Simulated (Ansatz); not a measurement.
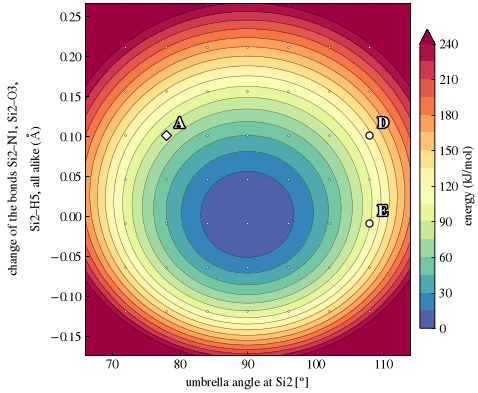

H2NOSi, SMILES N=[SiH][O-], charge −1. Coordinates scanned: (1) umbrella angle at Si2 (between each of its bonds and their common axis; 90 is planar); (2) change of the bonds Si2–N1, Si2–O3, Si2–H5, all alike. Nothing is relaxed (all other coordinates rigid). Grid: 9 × 9 points; 46 points were computed and 35 follow by symmetry. Points are written as (first, second). Energies are in kJ/mol, from the relaxed molecule at the same level. Computed with RKS wB97M-V/def2-SVPD (Ansatz 0.2.0).

The picture shows filled contours, dots at the grid points, one colour for all values above the top of the scale, lettered points. Between grid points the surface is interpolated.

> Is A the lowest point of the computed grid?

No. A lies 84 kJ/mol above the lowest grid point, which is at (90°, −0.008 Å).

> What kind of point is each of A, D, E: minimum, saddle, maximum or slope?

A: on a slope; D: on a slope; E: on a slope. (In these two coordinates alone; a stationary point may lie a little off the grid point.)
